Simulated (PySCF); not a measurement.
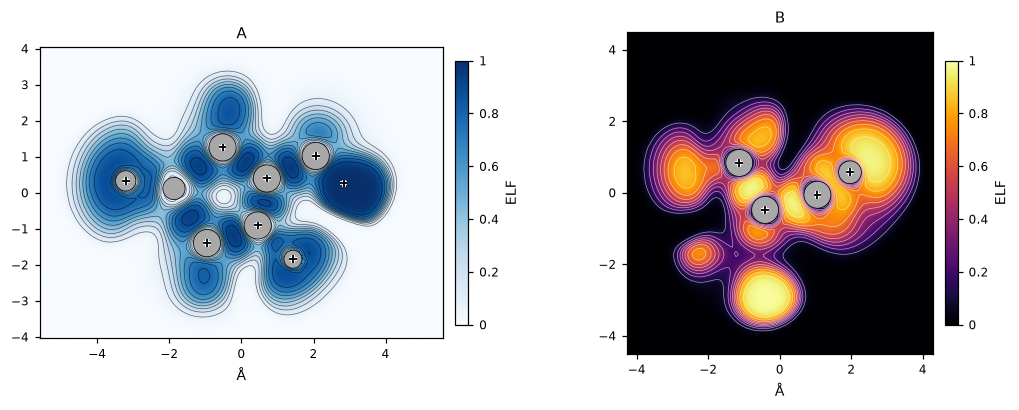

The electron localisation function of 2 systems, each on a plane through atoms (crosses mark nuclei in the plane; grey discs cover the cores).

Level of theory: PBE0/pcSseg-1, SCF density, gas phase, non-relativistic (PySCF 2.14.0).

System 1: C₇H₁₀FOP, the plane of atoms C6, C8 and C10. Geometry: GFN2-xTB.

```xyz
20

C     3.1609   -0.3374   -0.9039
C     1.8418   -0.3138   -0.8254
P     1.0565    0.7655    0.3996
O     1.9762    1.5524    1.2240
C    -0.1746   -0.3076    1.2688
C    -1.3713   -0.2922    0.3618
C    -2.4300   -1.3348    0.4989
C    -1.3744    0.7077   -0.5126
F    -2.3734    0.8975   -1.4044
C    -0.2457    1.6826   -0.5418
H     3.6993   -0.9537   -1.6060
H     3.7440    0.2850   -0.2430
H     1.2012   -0.9110   -1.4577
H     0.2003   -1.3169    1.4497
H    -0.3975    0.1466    2.2396
H    -3.2413   -1.1500   -0.2002
H    -2.0133   -2.3231    0.3045
H    -2.8289   -1.3355    1.5127
H    -0.4851    2.6074   -0.0079
H     0.0504    1.9420   -1.5598
```

System 2: C₄H₄ClF₂N, the plane of atoms C2, C3 and C5. Geometry: GFN2-xTB, MD frame at 250 fs, 600 K.

```tsv
atom	x (Å)	y (Å)	z (Å)
N	-1.4139	2.6208	0.8997
C	-1.3008	1.6256	0.4163
C	-0.7036	0.2878	-0.0003
F	-0.8125	0.4042	-1.4141
C	0.7444	0.4497	0.3545
F	1.4710	-0.4120	-0.4737
C	-1.4817	-0.9706	0.3528
Cl	-1.8698	-1.0182	2.1469
H	0.8604	0.3223	1.3987
H	0.9871	1.4803	0.1304
H	-2.4101	-1.1300	-0.2264
H	-0.7050	-1.7855	0.2028
```

Q: Match each panel to its system.

A: Panel A is system 1, C₇H₁₀FOP: the plane holds O, C, F and H. C–C (1.33 Å): the ELF peaks at about 0.90 between the atoms; a multiple bond. Panel B is system 2, C₄H₄ClF₂N: the plane holds N and C. C–N (1.11 Å): the ELF peaks at about 0.85 between the atoms (a multiple bond).
